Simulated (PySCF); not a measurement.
# A diatomic session: ZnIn

Aim: find the lowest electronic state of ZnIn, scan its bond at several levels of theory, and get bond length, wavenumber and dissociation energy from each curve.

Method: Zn def2-SVP, In def2-SVP with ECP28, scalar-relativistic core potentials; program: PySCF 2.14.0.

### Step 1. The job

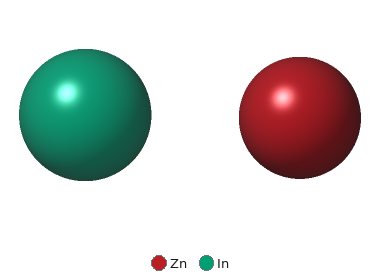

The two atoms at the starting distance (zinc red, indium teal).

The job is set up so:

```
atoms                         : Zn, In
charge                        : 0
basis                         : Zn def2-SVP, In def2-SVP with ECP28
Hamiltonian                   : scalar-relativistic core potentials
basis functions               : 57
electrons treated             : 51
masses in u                   : 63.9291, 114.9039
levels                        : PBE0, PBE, r²SCAN, M06-L, LDA, PW91, LC-ωPBE, HF, MP2, SCS-MP2
grid                          : 80 radial by 434 angular points
occupations                   : held fixed by the projection of orbital angular momentum
dissociation limit            : Zn + In, each in its ground configuration
starting distance in angstrom : 2.580
values of 2S to try           : 1, 3
```

The run is started by

```
OMP_NUM_THREADS=1 python dia.py task.json out
```

Further steps of the session: The PBE0 curve of the state that the search chose; Other states along the same grid; PBE (GGA); r²SCAN (meta-GGA); M06-L (meta-GGA); LDA (local density); PW91 (GGA); LC-ωPBE (range-separated hybrid); ROHF (mean field).

Q: Predict the outcome of this session. Wanted: for each run, Re; ωe; De; μ.

The runs gave:

Lowest PBE0 solution found, without spin–orbit coupling: ²Π (doublet), unpaired electrons π ↑. State 2 has its PBE0 minimum 0.22 eV higher. State 3 has its PBE0 minimum 2.31 eV higher. The other levels ran on the lowest alone.

```csv
level,Re (Å),ωe (cm⁻¹),De (eV),μ (D)
ROHF-MP2,2.936,92.2,0.248,n/a
ROHF-SCS-MP2,3.034,75.1,0.166,n/a
LDA,2.668,146.7,0.74,-1.22
PBE,2.796,120.2,0.457,-1.27
PW91,2.787,121.8,0.476,-1.24
r²SCAN,2.741,130.6,0.491,-1.38
M06-L,2.806,116.9,0.457,-1.10
PBE0,2.848,108.8,0.365,-1.42
LC-ωPBE,2.877,95.0,0.254,-1.56
```

De is counted to Zn + In in their ground configurations. A positive dipole means Zn(−)In(+). No constants: ROHF (no minimum is bracketed among the points kept).

The methods spread over 0.366 Å in bond length, from LDA to ROHF-SCS-MP2. Of the levels with a De here, ROHF-SCS-MP2 gives the least (0.166 eV) and LDA the most (0.74 eV).

Correlated steps freeze 9 core orbitals. Spin–orbit coupling is left out, which matters for elements this heavy, above all for dissociation energies.
